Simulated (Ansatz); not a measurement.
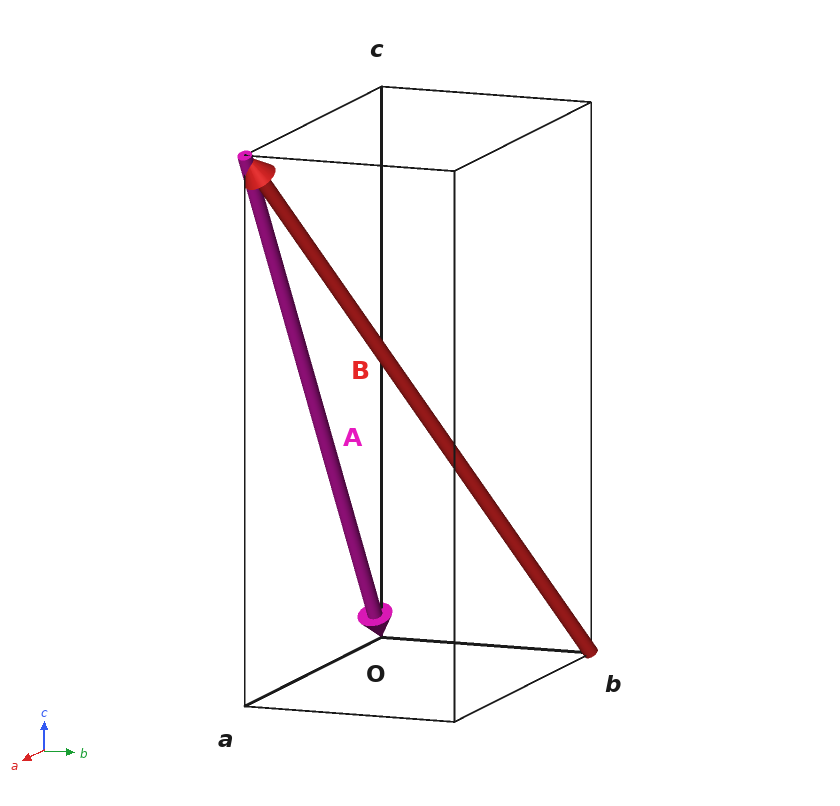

For C, the input geometry of an electronic-structure calculation (not necessarily at equilibrium): each arrow starts at a corner of the unit cell and ends on its surface; where a tip isn't a corner, dashed lines run from it parallel to the axes. Geometry calculated from the standardised cell; symmetry tolerance 0.002 Å.

a = 2.456 Å, b = 2.456 Å, c = 7.011 Å, α = 90.00°, β = 90.00°, γ = 120.00°.

Index the directions.

Arrow A runs from (1, 0, 1) to (0, 0, 0), so [−1 0 −1], in four indices [−2 1 1 −3]; Arrow B runs from (0, 1, 0) to (1, 0, 1), so [1 −1 1], in four indices [1 −1 0 1].

How long is the vector ua + vb + wc in each case, and what angles do the directions make?

A 7.428 Å; B 8.200 Å. A–B: 162.8°.

In P6_3/mmc, No. 194, how many directions are equivalent to A (Laue class 6/mmm, both senses counted)?

12.
